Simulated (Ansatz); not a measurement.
# OH on Ti(0001), hcp start, 2x2 cell: photoemission fingerprints, part 2 of 5

Aim: how the adsorbate changes the work function, the valence spectrum and the core levels in OH on Ti(0001), hcp start, 2x2 cell.

Ansatz 0.2.0; DFT, PBE, plane-wave PAW, default files, scalar-relativistic.

So far: The structure; The clean face.

### 2. The clean face (continued)

The planar mean, electrostatic potential oscillates, so the rows of the table below give means over windows of 1 Å about each position, cut where the curve ends. Its maxima inside the range that stand out by 2 % of the span (Å: eV): 8.6: -0.321, 11.0: -0.0502, 13.3: -1.41. Its minima: 7.5: -12.9, 9.8: -12.7, 12.2: -12.6, 14.4: -12.8.

From the Fermi level. The planar mean, electrostatic potential by z; means over each step:

```tsv
z (Å)	planar mean, electrostatic potential (eV)
0	4.45
1	4.48
2	4.48
3	4.48
4	4.46
5	4.21
6	2.20
7	-8.09
8	-7.75
9	-3.98
10	-10.7
11	-1.76
12	-10.2
13	-5.13
14	-8.97
15	-6.86
16	2.57
17	4.19
18	4.38
19	4.40
20	4.41
21	4.41
```

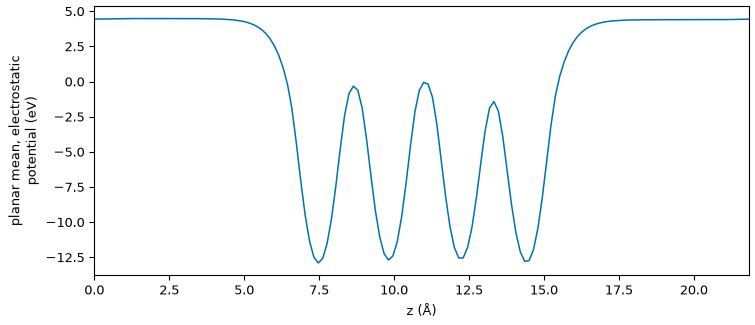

Planar mean, electrostatic potential, plotted against z.

Recipe: projected DOS times atomic cross section and asymmetry factor (unpolarised light, 45° from the beam), occupied states only, Fermi edge at 77 K, a Lorentzian width of 0.05 eV growing by 0.05 eV per eV of binding energy, and a resolution of 0.15 eV. Each atom is damped by exp[−depth/(λ cos θ)], θ = 45° from the normal, λ from the universal curve. Curves are cut 10 eV under the photon energy, above any shell that the free atom's threshold puts out of reach, or at the lower edge of the window: 7.5 eV at 21.2 eV, 7.5 eV at 60 eV, 7.5 eV at 150 eV, 7.5 eV at 1486.7 eV and 7.5 eV at 8047.8 eV. Matrix elements of the solid and inelastic losses aren't modelled, nor non-dipole terms, which matter above 3 keV.

Share of each shell in the spectrum's area (%), by photon energy:

```tsv
shell	21.2 eV	60 eV	150 eV	1486.7 eV	8047.8 eV
Ti 4s	0.8	0.9	2.1	38.2	92.5
Ti 4p*	0.1	0.1	0.2	1.8	1.2
Ti 3d	99.2	99.0	97.7	60.0	6.3
```

At the Fermi level the DOS is 8.18 states/eV a cell, and on the broadened curves Ti 3d holds 85 % of the total there.

### 3. Relaxing the atoms

System of this step: Ti16HO. The cell holds 18 atoms: 1 H, 1 O and 16 Ti. Cell: a = 5.880 Å, b = 5.880 Å, c = 23.925 Å, α = 90.0°, β = 90.0°, γ = 60.0°. It derives from Ti. How the cell was made: adsorbate; added: OH; site: hcp; coverage 0.25 monolayer; cell: 2x2; on one face. Regions: ad, 2 atoms (1 H and 1 O); L1, 4 atoms (4 Ti); L2, 4 atoms (4 Ti); L3, 4 atoms (4 Ti); rest, 4 atoms (4 Ti). Vacuum lies along c.

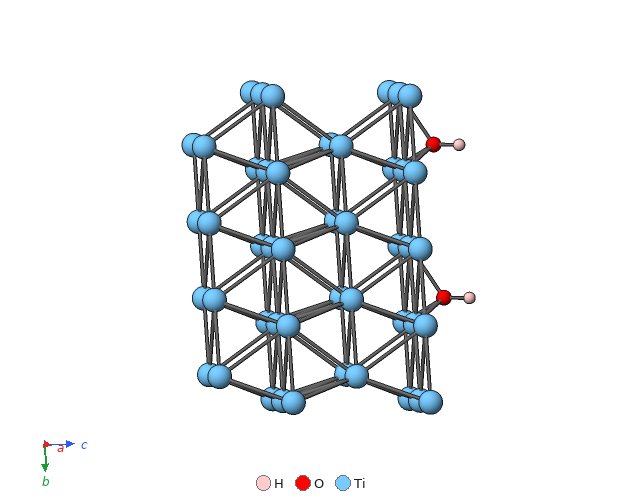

The cell of this step (hydrogen pink, oxygen red, titanium blue). 1×2×1 cells are drawn. Some periodic images of atoms are drawn too.

The cut or typed positions aren't at rest, and spectra shift with geometry, so the relaxation comes first. 8 atoms are held to stand for the bulk. A dipole correction cancels the field between unlike faces.

Input file input.yaml:

```yaml
crystal:
  lattice:
    - [5.88, 0.0, 0.0]
    - [2.94, 5.0922293743, 0.0]
    - [0.0, 0.0, 23.925]
  atoms:
    - { symbol: H, position: [0.429471837, 0.333333333, 0.686520376] }
    - { symbol: O, position: [0.334723527, 0.333333333, 0.65308255] }
    - { symbol: Ti, position: [0.0, 0.0, 0.605015674] }
    - { symbol: Ti, position: [0.5, 0.0, 0.605015674] }
    - { symbol: Ti, position: [0.0, 0.5, 0.605015674] }
    - { symbol: Ti, position: [0.5, 0.5, 0.605015674] }
    - { symbol: Ti, position: [0.833333333, 0.333333333, 0.507836991] }
    - { symbol: Ti, position: [0.333333333, 0.333333333, 0.507836991] }
    - { symbol: Ti, position: [0.833333333, 0.833333333, 0.507836991] }
    - { symbol: Ti, position: [0.333333333, 0.833333333, 0.507836991] }
    - { symbol: Ti, position: [0.0, 0.0, 0.410658307] }
    - { symbol: Ti, position: [0.5, 0.0, 0.410658307] }
    - { symbol: Ti, position: [0.0, 0.5, 0.410658307] }
    - { symbol: Ti, position: [0.5, 0.5, 0.410658307] }
    - { symbol: Ti, position: [0.833333333, 0.333333333, 0.313479624] }
    - { symbol: Ti, position: [0.333333333, 0.333333333, 0.313479624] }
    - { symbol: Ti, position: [0.833333333, 0.833333333, 0.313479624] }
    - { symbol: Ti, position: [0.333333333, 0.833333333, 0.313479624] }
kpoints:
  mp_grid: { grid: [6, 6, 1] }
scf:
  occupations: { method: fermi_dirac, width: 0.05 }
  n_extra_bands: 14
hamiltonian:
  xc: pbe
  pseudopotentials: { kind: paw }
output:
  forces: true
  write_potential: true
  volumetric_format: []
efield:
  axis: 3
  dipole_correction: true
relax:
  f_tol: 0.03
  max_steps: 45
  constraints: [{ sites: [10, 11, 12, 13, 14, 15, 16, 17] }]
```

On the command line:

```bash
$ ansatz run input.yaml --threads 8 --pin off --max-ram 20480MiB --backend cpu --events-out ev --progress --plain --runs-dir out
```

Numbers of over 12 decimals in the logs are rounded to 6 here.

The program printed:

```text
[...]
Crystal: 18 atoms, lattice volume = 716.370 Å³
Basis set: ecut = 420 eV, 13927 PW (Γ), exchange–correlation on 80×80×320 points (8 copies of the dense FFT grid, shifted against one another)
Bands: 114, of which v1, the nominal top of the filled ones, is band 100 counted from 1 (99 counted from 0)
Symmetry: 1 space group operations
[...]
k-points: 20 of 36 (time reversal used)
[...]
SCF iter   1: F=—  HF=-40572.379147 eV  |F-HF|=—  |Δ(HF+E_count)|=         —  Δρ=7.43e-3  dr2=1.15e0  ethr=1.77e-3  p=0.161 e·Å  D=4.06e-2 V/Å  ΔV_dip=-0.97 eV  dr2_dipole=7.43e-2  V_vac-E_F(+/−)=3.16/4.14 eV  ⟨swp⟩=9.2  Hψ=10849  notcnv=0
[...]
SCF iter   7: F=-40572.336344 eV  HF=-40572.336341 eV  |F-HF|=2.42e-6  |Δ(HF+E_count)|=   6.77e-6  Δρ=1.53e-5  dr2=2.28e-6  ethr=1.13e-8  p=0.166 e·Å  D=4.18e-2 V/Å  ΔV_dip=-1.00 eV  dr2_dipole=6.68e-8  V_vac-E_F(+/−)=3.47/4.47 eV  ⟨swp⟩=15.9  Hψ=23159  notcnv=0
SCF 1 converged in 7 iterations: F = -40572.336344 eV  dr2 = 2.28e-6
[...]
relax step   1: F+E_penalty+E_count = -40572.33634386 eV  Δ(F+E_penalty+E_count) = +0.000e0 eV  max|allowed force component| = 1.211e0 eV/Å  Δτ_max = 0.0000 Å  (7 SCF iters, dr2 threshold 2.25e-5 eV, accepted)
[...]
SCF iter   6: F=-40572.691731 eV  HF=-40572.691759 eV  |F-HF|=2.87e-5  |Δ(HF+E_count)|=   1.39e-5  Δρ=6.84e-5  dr2=6.53e-5  ethr=4.60e-8  p=0.196 e·Å  D=4.96e-2 V/Å  ΔV_dip=-1.19 eV  dr2_dipole=3.14e-7  V_vac-E_F(+/−)=3.29/4.48 eV  ⟨swp⟩=16.4  Hψ=26076  notcnv=0
SCF 2 converged in 6 iterations: F = -40572.691731 eV  dr2 = 6.53e-5
[...]
relax step   2: F+E_penalty+E_count = -40572.69173054 eV  Δ(F+E_penalty+E_count) = -3.554e-1 eV  max|allowed force component| = 7.370e-1 eV/Å  Δτ_max = 0.1947 Å  (6 SCF iters, dr2 threshold 9.16e-5 eV, accepted)
[...]
SCF iter   6: F=-40572.807210 eV  HF=-40572.807210 eV  |F-HF|=1.10e-7  |Δ(HF+E_count)|=   7.20e-6  Δρ=2.06e-5  dr2=4.93e-6  ethr=1.71e-8  p=0.223 e·Å  D=5.62e-2 V/Å  ΔV_dip=-1.35 eV  dr2_dipole=1.53e-7  V_vac-E_F(+/−)=3.14/4.49 eV  ⟨swp⟩=15.8  Hψ=22956  notcnv=0
SCF 3 converged in 6 iterations: F = -40572.807210 eV  dr2 = 4.93e-6
relax step   3: F+E_penalty+E_count = -40572.80720993 eV  Δ(F+E_penalty+E_count) = -1.155e-1 eV  max|allowed force component| = 7.976e-1 eV/Å  Δτ_max = 0.1948 Å  (6 SCF iters, dr2 threshold 3.40e-5 eV, accepted)
[...]
relax step   4: F+E_penalty+E_count = -40572.86451546 eV  Δ(F+E_penalty+E_count) = -5.731e-2 eV  max|allowed force component| = 2.670e-1 eV/Å  Δτ_max = 0.2000 Å  (5 SCF iters, dr2 threshold 1.00e-4 eV, accepted)
[...]
relax step   5: F+E_penalty+E_count = -40572.87259566 eV  Δ(F+E_penalty+E_count) = -8.080e-3 eV  max|allowed force component| = 7.473e-1 eV/Å  Δτ_max = 0.1925 Å  (6 SCF iters, dr2 threshold 7.98e-6 eV, accepted)
[...]
relax step   6: F+E_penalty+E_count = -40572.87970918 eV  Δ(F+E_penalty+E_count) = -7.114e-3 eV  max|allowed force component| = 1.181e-2 eV/Å  Δτ_max = 0.0180 Å  (5 SCF iters, dr2 threshold 6.26e-5 eV, accepted)
[...]
SCF iter   4: F=-40572.879714 eV  HF=-40572.879714 eV  |F-HF|=4.75e-8  |Δ(HF+E_count)|=   9.88e-8  Δρ=2.22e-6  dr2=8.30e-8  ethr=5.03e-11  p=0.238 e·Å  D=6.02e-2 V/Å  ΔV_dip=-1.44 eV  dr2_dipole=6.37e-9  V_vac-E_F(+/−)=3.04/4.48 eV  ⟨swp⟩=11.5  Hψ=17668  notcnv=0
SCF 7 converged in 4 iterations: F = -40572.879714 eV  dr2 = 8.30e-8
relax step   7: F+E_penalty+E_count = -40572.87971425 eV  Δ(F+E_penalty+E_count) = -5.061e-6 eV  max|allowed force component| = 1.145e-2 eV/Å  Δτ_max = 0.0000 Å  (4 SCF iters, accepted)
NSCF: frozen V_eff on 20 k-points
[...]
SCF converged after 4 iterations
Free energy (F): -40572.879714 eV
[...]
Internal energy: -40572.616202 eV  (E = F + TS)
E sigma→0 (E₀):  -40572.747958 eV
Entropy (-TS):   -0.263512 eV (-14.640 meV/atom)
Fermi energy:    3.191648 eV
Dipole field:    D = 0.060174 V/Å  (p = 0.238223 e·Å, saw-weighted, corrected)
Work function:   Φ+ = 3.0444 eV   Φ− = 4.4840 eV
[...]
--- Forces (eV/Å), atoms counted from 1 ---
  atom   1  H     -0.00368305     0.00498712    -0.01129057
  atom   2  O      0.00573793    -0.00621945     0.00896445
  atom   3  Ti    -0.00794817    -0.00653100     0.00762532
  atom   4  Ti    -0.00205081     0.00946982    -0.00520976
  atom   5  Ti     0.00055166    -0.00313335    -0.00313858
  atom   6  Ti     0.00874540     0.00382007     0.00871151
  atom   7  Ti    -0.00863106    -0.00476848     0.00005090
  atom   8  Ti    -0.00371878    -0.00738502    -0.00194607
  atom   9  Ti     0.00509459     0.01144930    -0.00711906
  atom  10  Ti    -0.00050595    -0.00211160    -0.00779799
  atom  11  Ti    -0.00418080    -0.00323048    -0.75593944
  atom  12  Ti     0.00413582     0.00915015    -0.53682491
  atom  13  Ti     0.01921955    -0.00191778    -0.54480297
  atom  14  Ti    -0.01639502    -0.00459504    -0.55642334
  atom  15  Ti    -0.00011129    -0.05046557     0.60035691
  atom  16  Ti     0.00238650     0.00157402     0.59657636
  atom  17  Ti     0.04491595     0.02546078     0.60492388
  atom  18  Ti    -0.04345243     0.02443286     0.60338971
  max |Σ_I F_I| component: 1.10e-4 eV/Å
--- Band table (eV; the first three rows and the last of 20) ---
  k-point 0: bands = [... 96 lower, 3.3250, 3.4263, 3.6213, 3.6542, 3.6739, 3.6772, 3.7672, 3.7727, ... 10 higher]
  k-point 1: bands = [... 96 lower, 3.3109, 3.3566, 3.4153, 3.5160, 3.5704, 3.5737, 3.6836, 3.7154, ... 10 higher]
  k-point 2: bands = [... 96 lower, 3.1117, 3.1563, 3.2031, 3.2230, 3.2639, 3.3611, 3.3853, 3.3941, ... 10 higher]
  k-point 19: bands = [... 96 lower, 2.8712, 2.9003, 2.9280, 3.0268, 3.0935, 3.1893, 3.2188, 3.2793, ... 10 higher]
--- Relaxed structure (7 steps of the walk, 7 accepted, 0 SCFs on fresh bases) ---
  F+E_penalty+E_count = -40572.87971425 eV   max|allowed force component| = 1.145e-2 eV/Å
  atoms:
    - { symbol: H, position: [0.335533, 0.333291, 0.699852] }
    - { symbol: O, position: [0.334142, 0.333848, 0.659187] }
    - { symbol: Ti, position: [0.000632107, 0.00111916, 0.594656] }
    - { symbol: Ti, position: [0.501231, -0.00214701, 0.607021] }
    - { symbol: Ti, position: [-0.000850774, 0.499385, 0.607022] }
    - { symbol: Ti, position: [0.501994, 0.499743, 0.606729] }
    - { symbol: Ti, position: [0.829255, 0.343867, 0.510277] }
    - { symbol: Ti, position: [0.334186, 0.333249, 0.514512] }
    - { symbol: Ti, position: [0.829344, 0.828027, 0.510645] }
    - { symbol: Ti, position: [0.343909, 0.828638, 0.510449] }
    - { symbol: Ti, position: [0.0, 0.0, 0.410658] }
    - { symbol: Ti, position: [0.5, 0.0, 0.410658] }
    - { symbol: Ti, position: [2.7755575615628914e-17, 0.500000, 0.410658] }
    - { symbol: Ti, position: [0.5, 0.500000, 0.410658] }
    - { symbol: Ti, position: [0.833333, 0.333333, 0.313480] }
    - { symbol: Ti, position: [0.333333333, 0.333333, 0.313480] }
    - { symbol: Ti, position: [0.833333, 0.833333333, 0.313480] }
    - { symbol: Ti, position: [0.333333, 0.833333333, 0.313480] }
```

Elapsed: 2.4 min, on 8 threads of Arm Neoverse V2, shared host; peak memory 3.5 GiB; 19 min of CPU time.

This run has no spin polarisation although its electron count is odd.

The steps of the relaxation:

```tsv
step	energy less that of the first step (eV)	largest force component (eV/Å)
1	0.0000	1.2106
2	-0.3554	0.7370
3	-0.4709	0.7976
4	-0.5282	0.2670
5	-0.5363	0.7473
6	-0.5434	0.0118
7	-0.5434	0.0114
```

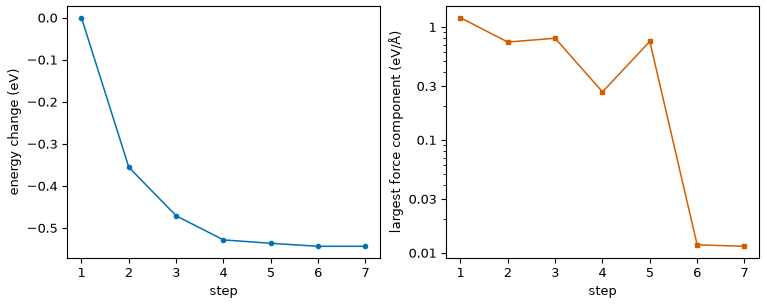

Energy and largest force along the relaxation.

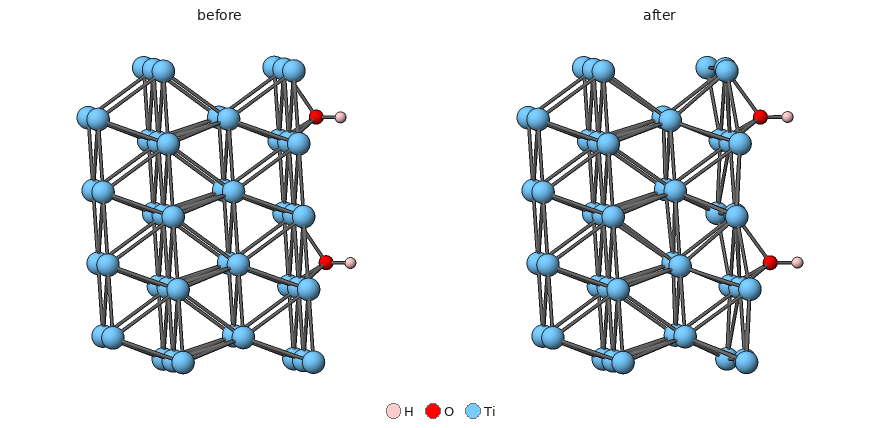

The structure before and after the relaxation, drawn at the same scale.

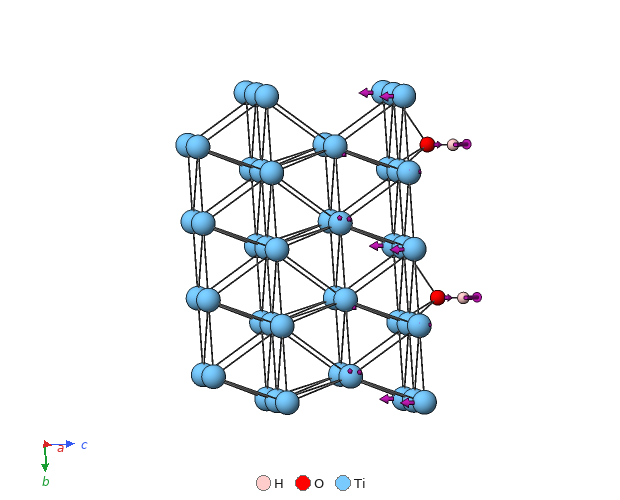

Displacements in the relaxation, exaggerated; the longest in the cell stands for 0.64 Å. 1×2×1 cells are drawn. Some periodic images of atoms are drawn too.

The atoms that moved most (Å):

```tsv
atom	dx	dy	dz	length
H1	-0.552	0.000	0.319	0.638
Ti3	0.007	0.006	-0.248	0.248
Ti8	0.005	0.000	0.160	0.160
O2	-0.002	0.003	0.146	0.146
Ti10	0.048	-0.024	0.062	0.083
Ti9	-0.039	-0.027	0.067	0.082
Ti7	0.007	0.054	0.058	0.080
Ti4	0.001	-0.011	0.048	0.049
```

Numbers from this step:

```yaml
free_energy: -40572.8797 eV
energy_at_zero_smearing: -40572.7480 eV
smearing_term_ts: 0.2635 eV
fermi_energy: 3.192 eV
symmetry_operations: 1
work_function_upper_face: 3.044 eV
```

The relaxation ends 30 meV an atom lower, with a largest force component of 0.011 eV/Å on the free atoms. For the work function, upper face, step 2 gave 4.41 eV; this run, with 18 atoms, gives 3.04 eV (-31 %).

(Part 2 of 5 ends here.)

[Logs are printed without paths, hosts, clocks, repeated set-up lines and the standing remarks that a program may print on its own settings, such as how far it seeks lower states.]

[Hosts, paths, dates, database ids (printed as entryN), source tags and the programs' standing remarks are cut or masked in the printed files.]

[Maps of the electrostatic potential energy from Ansatz leave out the sawtooth potential of an applied field or a dipole correction, so their vacuum need not be flat; work functions include it.]
